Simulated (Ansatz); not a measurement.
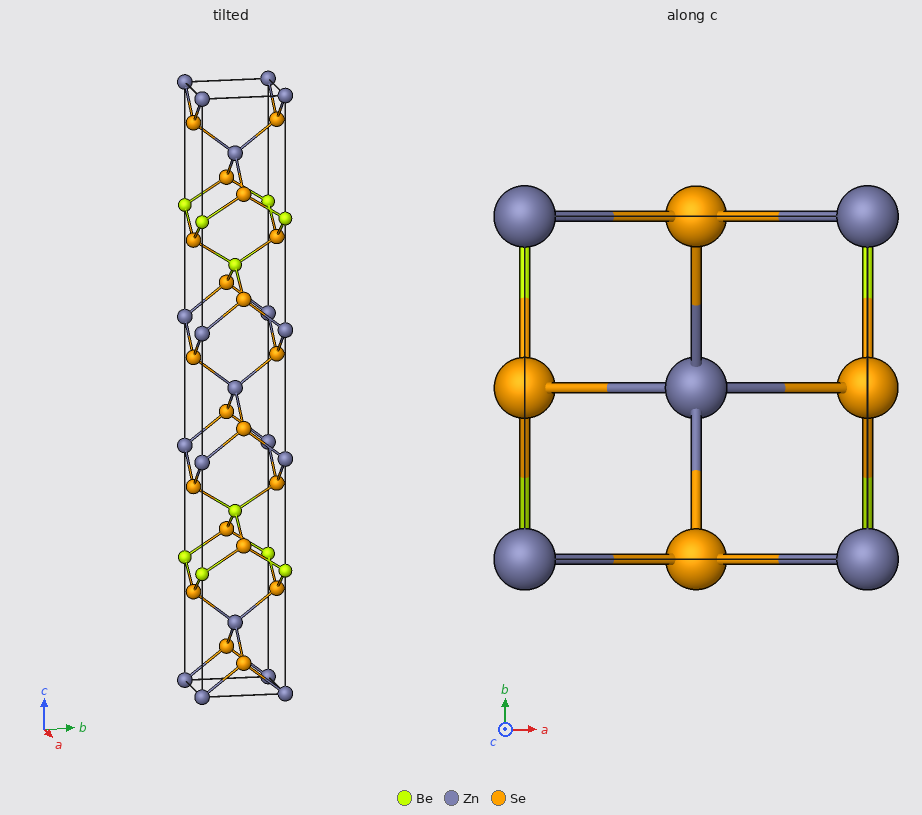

The image is a ball-and-stick drawing of a crystal, viewed slightly off an axis and along the c axis. The frame is the conventional unit cell; atoms at its boundary are shown with their periodic copies.

Be₂Zn₃Se₅, space group I-4m2 (No. 119), a = 3.878 Å, b = 3.878 Å, c = 27.863 Å, α = 90.00°, β = 90.00°, γ = 90.00°. The structure was taken from a structure type filled with these elements by a generator (whether the compound takes this form wasn't checked). Earlier steps of the study, as a rule a relaxation of our own, may have changed the cell and positions, so they can lie some per cent off the listed ones. It was run through Ansatz as a DFT input.

This one geometry was computed with Ansatz (DFT, plane waves, PAW) at three levels of theory: PBEsol, r2SCAN and PBE.

### Which level gives the highest pressure at this volume, and what does that say about its equilibrium volume?

Highest: PBE (0.0 GPa), which points to the largest equilibrium volume. Lowest, with the smallest volume: PBEsol (-2.8 GPa). Levels within 0.5 GPa of each other can't be told apart.

### How does the band gap change with the level of theory?

PBEsol: a gap of 1.76 eV, direct; PBE: a gap of 1.87 eV, direct; r2SCAN: a gap of 2.44 eV, direct.

### Collect the results in a table.

| level | cutoff (eV) | k-mesh of the run's cell | gap (eV) | pressure (GPa) |
| --- | --- | --- | --- | --- |
| PBEsol | 420 | 10×10×10 | 1.76 | -2.8 |
| r2SCAN | 500 | 10×10×10 | 2.44 | -1.7 |
| PBE | 420 | 10×10×10 | 1.87 | 0.0 |

Gaps are taken on the k-mesh or band path of each run.
